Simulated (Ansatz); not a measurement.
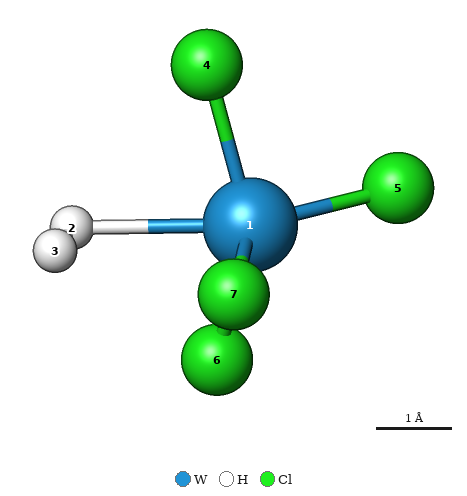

*The structure as given in the input (ball-and-stick view, seen at a tilt; atoms are numbered from 1 in the order of the input). Sticks mark near contacts.*

## Frequency calculation of WH₂Cl₄

- system: WH₂Cl₄
- method: RKS PBE-D4/def2-SVP (Ansatz 0.2.0)

It belongs to a series of runs on one base structure; here: vibrations at the highest image of the band. Figures and captions count atoms from 1; the log counts them from 0 in places.

### The program's output
```
Engine: ansatz 0.2.0, aarch64-unknown-linux-gnu
Functional definition: PBE
  parameter kappa = 0.804
  parameter beta = 0.06672455060314922
  exchange = pbe_x(kappa = kappa, mu = beta*pi^2/3)
  correlation = pbe_c(beta = beta)
1203 factors; their error is unknown
mean field evaluation 1: about -51916.4365 eV, gradient 1.4e1 eV
mean field evaluation 2: about -51914.3986 eV, gradient 2.1e1 eV
mean field evaluation 4: about -51916.9910 eV, gradient 4.9e0 eV
mean field evaluation 8: about -51914.9930 eV, gradient 1.3e1 eV
mean field evaluation 16: about -51916.9786 eV, gradient 2.5e-3 eV
mean field evaluation 32: about -51915.5276 eV, gradient 8.0e-1 eV
mean field -51916.97859051 eV, -1907.9137726094 hartree, gradient 1.7e-5 eV, S^2 0.000000; 4 other end points of the search recorded, 0 dependent functions left out
the calculation of the forces begins
reference -51916.97865601 eV, -1907.9137750164 hartree; 42, 42 occupied and 72, 72 virtual orbitals, 1203 factors
these checks for a lower state are left out or cut short: stability, starts, cluster_reference, orbital_swaps, neighbouring_geometries, increment
1203 factors; their error is unknown
mean field -51916.97851025 eV, -1907.9137696598 hartree, gradient 1.3e-6 eV, S^2 0.000000; 0 other end points of the search recorded, 0 dependent functions left out
[... from here on the field's lines of each further geometry are left out, up to the last ...]
the calculation of the forces begins
reference -51916.97853936 eV, -1907.9137707294 hartree; 42, 42 occupied and 72, 72 virtual orbitals, 1203 factors
these checks for a lower state are left out or cut short: stability, starts, cluster_reference, orbital_swaps, neighbouring_geometries, increment
1203 factors; their error is unknown
mean field evaluation 320: about -51916.9786 eV, gradient 2.0e-1 eV
mean field -51916.97863925 eV, -1907.9137744005 hartree, gradient 2.0e-6 eV, S^2 0.000000; 0 other end points of the search recorded, 0 dependent functions left out
the calculation of the forces begins
reference -51916.97870475 eV, -1907.9137768076 hartree; 42, 42 occupied and 72, 72 virtual orbitals, 1203 factors
WARN: phonons: modes at or below zero, which the zero-point energy, F, S and C_V leave out: 1, the lowest at -289.26 cm⁻¹. A minimum has none, and a first-order saddle one
Total energy: -51917.28356930 eV, -1907.9249803732 hartree
Atom 0 at    -0.556703     0.001011    -0.171116 Å, force     0.000545     0.000039     0.000386 eV/Å
Atom 1 at     1.463545    -0.003866     1.114827 Å, force     0.000019    -0.000003     0.000012 eV/Å
Atom 2 at     2.038342    -0.003106     0.585139 Å, force    -0.000004    -0.000003     0.000075 eV/Å
Atom 3 at    -0.343242     2.163348     0.490172 Å, force    -0.000144    -0.000120    -0.000046 eV/Å
Atom 4 at    -2.818873     0.003234    -0.239709 Å, force    -0.000045    -0.000058    -0.000117 eV/Å
Atom 5 at    -0.347116    -2.164843     0.479817 Å, force    -0.000213     0.000121    -0.000025 eV/Å
Atom 6 at     0.793746     0.004222    -2.029431 Å, force    -0.000159     0.000024    -0.000284 eV/Å
Dipole moment:     0.133078    -0.000508     0.161523 e Å
Vibrations: -289.26 77.81 103.10 115.54 149.17 150.51 241.05 293.59 357.13 371.83 391.18 396.31 398.98 591.69 4010.61 cm⁻¹, zero-point energy 0.474147 eV
```

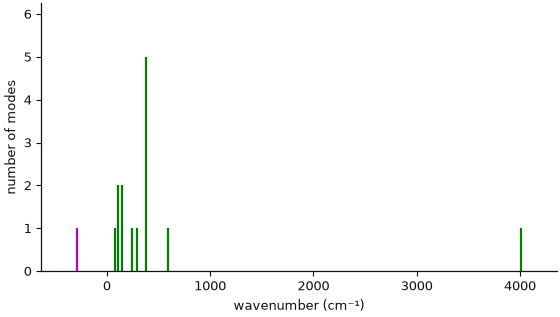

*Harmonic vibrational wavenumbers from the force constants; neighbouring modes closer than 20 cm⁻¹ are counted in one stick, and imaginary ones are drawn at negative wavenumbers.*

15 modes from 289i to 4011 cm⁻¹, 1 imaginary beyond 8i (289i cm⁻¹): a first-order saddle point, if the geometry is stationary.

The run was set up as follows.

### The input
```yaml
crystal:
  periodic: [false, false, false]
  atoms:
    - { symbol: W, position_ang: [-0.556703, 0.001011, -0.171116] }
    - { symbol: H, position_ang: [1.463545, -0.003866, 1.114827] }
    - { symbol: H, position_ang: [2.038342, -0.003106, 0.585139] }
    - { symbol: Cl, position_ang: [-0.343242, 2.163348, 0.490172] }
    - { symbol: Cl, position_ang: [-2.818873, 0.003234, -0.239709] }
    - { symbol: Cl, position_ang: [-0.347116, -2.164843, 0.479817] }
    - { symbol: Cl, position_ang: [0.793746, 0.004222, -2.029431] }
basis:
  gaussian: { orbitals: def2-SVP }
hamiltonian:
  xc: pbe
  dispersion: d4
phonons: {}
```

Launch command:
```bash
ansatz run input.yaml --threads 4 --pin off --max-ram 5120MiB --backend cpu --events-out ev --progress --plain --runs-dir out
```

### Key numbers

| quantity | value |
| --- | --- |
| outcome | converged |
| total energy | −51917.2836 eV |
| mean-field energy | −51916.9787 eV |
| largest force (length of the vector) | 0.001 eV/Å |
| hardware | 4 threads of Arm Neoverse V2, 24 GiB of memory available, shared host |
| wall time | 38 s (CPU time 2.4 min) |
| peak memory | 0.17 GiB |
